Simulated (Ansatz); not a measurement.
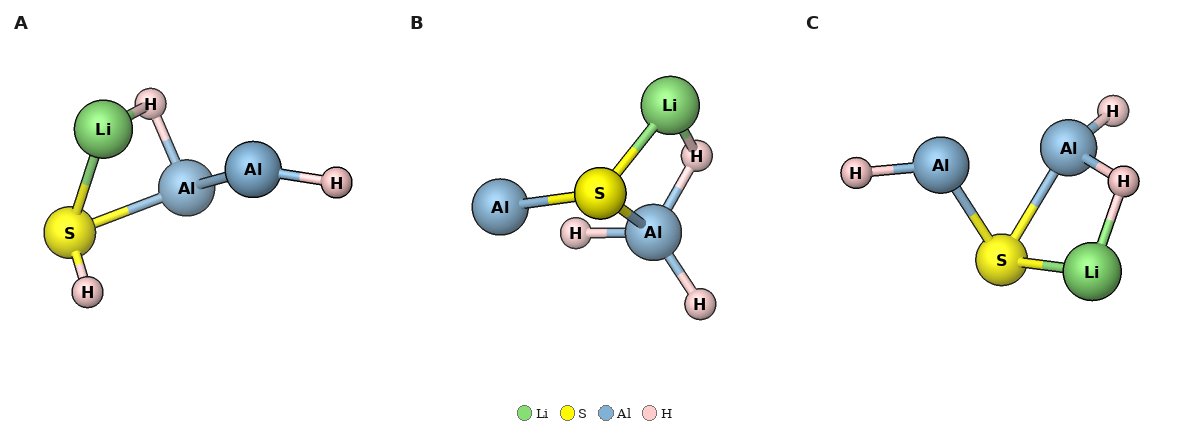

3 stationary structures of one formula. Geometries: PBE-D4/def2-SVP. Electronic energies: PBE-D4/def2-SVP (Ansatz 0.2.0), without zero-point energy. No frequency run is at hand to confirm each as a minimum. Each is one conformer, not always the lowest.

### Which structure is the most stable?

B is lowest (C1); C lies 0.488 eV above it (C1), A lies 2.105 eV above it (C1).
